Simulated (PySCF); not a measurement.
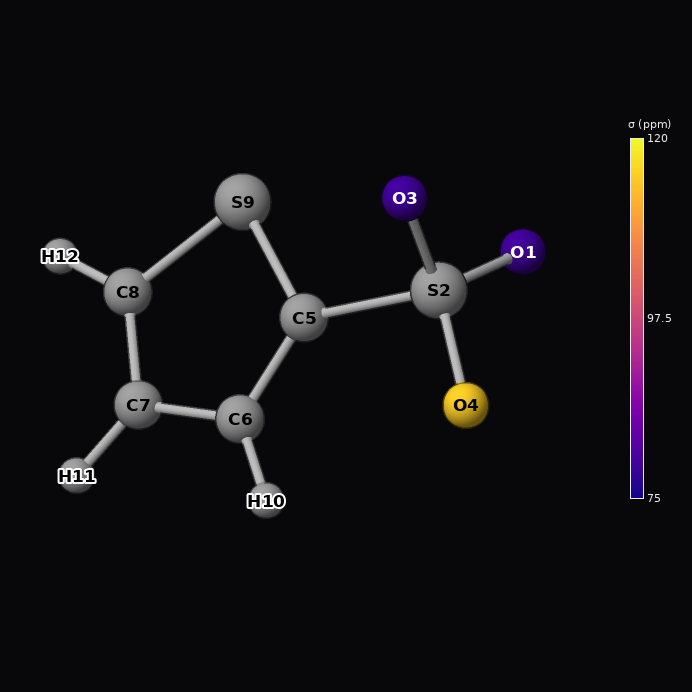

Atoms are coloured by their isotropic NMR shieldings (O only, the others grey). State: charge −1, singlet. The computed structure is the end point of a GFN2-xTB optimisation. No frequency run is at hand to confirm it as a minimum. Properties computed with GIAO PBE0/pcSseg-1 NMR shielding, non-relativistic, gas phase (PySCF 2.14.0).

Give the isotropic NMR shieldings of the O atoms atom by atom.

```csv
atom,σ (ppm)
O1,79.6
O3,79.6
O4,115.4
```
